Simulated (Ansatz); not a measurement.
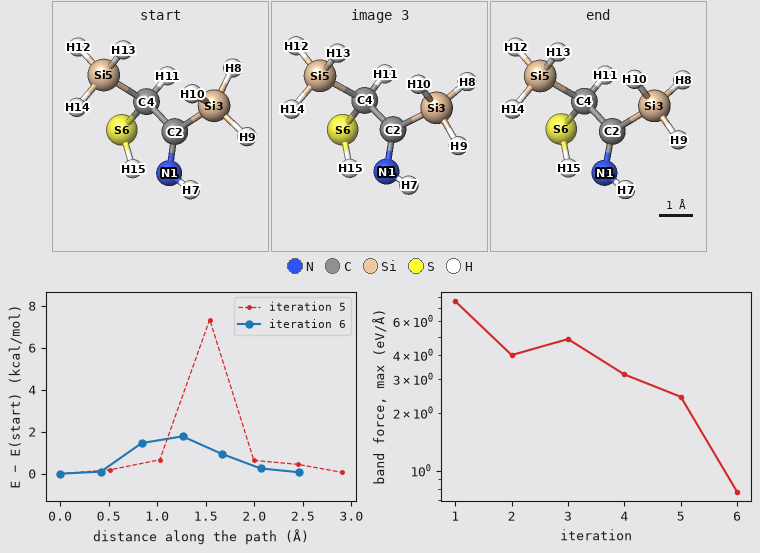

NEB run on C2H9NSSi2. Images are numbered from 0 (start) to 6 (end). The plot follows the band through its iterations. Style: ball-and-stick. Shown at a tilt.

Theory: Ansatz 0.2.0, RKS B3LYP-D4/STO-3G. Settings: 5 movable images; climbing image; force threshold 0.05 eV/Å; iteration limit 6; starting path through a guess of the saddle point.

### Judge this run.

The result isn't final. The band hadn't converged when the run stopped after 6 iterations. The largest component of the band force went from 7.6 to 0.78 eV/Å. The barrier read from it is provisional: over the last two iterations the highest image moved from 20.43 kcal/mol to 1.78 kcal/mol. The iteration limit was low. The first iteration put the highest image at 120.55 kcal/mol. Forward barrier 1.78 kcal/mol, backward barrier 1.72 kcal/mol, with image 3 at the top; the reaction energy is +0.07 kcal/mol.

Limits of the set-up: STO-3G is a minimal basis, so the numbers are rough.

Cost: 2.8 min on 1 thread of Intel(R) Xeon(R) Processor @ 2.70GHz (shared host), peak memory 0.16 GiB.
